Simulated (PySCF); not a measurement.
# C7H4ClF3 (4-chlorobenzotrifluoride): the cost of one run

Programs: PySCF 2.14.0, with routines of our own; each step states its level. All values are computed. Atoms count from 0.

## 1. The starting structure

15 atoms, charge 0, multiplicity 1; geometry from: GFN2-xTB.

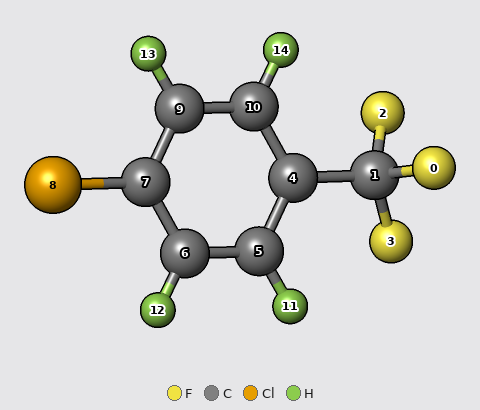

The starting geometry (fluorine yellow, carbon grey, chlorine amber, hydrogen green).

## 2. Optimising the geometry at PBE0-D3(BJ)/def2-SVP

The job: settings as JSON, then the geometry in Å.

```
{"job": {"xc": "PBE0", "basis": "def2-SVP", "d3": "d3bj", "grid": 2, "kind": "geom"}, "charge": 0, "multiplicity": 1}
F      2.703529     0.079846     1.256166
C      2.204869     0.229429     0.012473
F      2.607820     1.438706    -0.406366
F      2.837125    -0.671563    -0.753064
C      0.710491     0.074908    -0.016172
C      0.147253    -1.168979    -0.270049
C     -1.227418    -1.312068    -0.269989
C     -2.029915    -0.209567    -0.011914
Cl    -3.742529    -0.388044    -0.015689
C     -1.470757     1.033733     0.249292
C     -0.095941     1.174871     0.248334
H      0.781392    -2.018268    -0.471953
H     -1.675411    -2.272165    -0.469509
H     -2.106871     1.880719     0.450313
H      0.351950     2.136433     0.446217
```

The run is started by

```console
$ OMP_NUM_THREADS=1 python excited_run.py task.json out
```

One launch serves the whole session: the jobs run in the order shown.

Q: Estimate the wall time and peak memory of this first job on 1 thread of Intel Xeon Platinum 8259CL at 2.50GHz, shared host.

About 3.4 min, with a peak of 0.84 GiB.
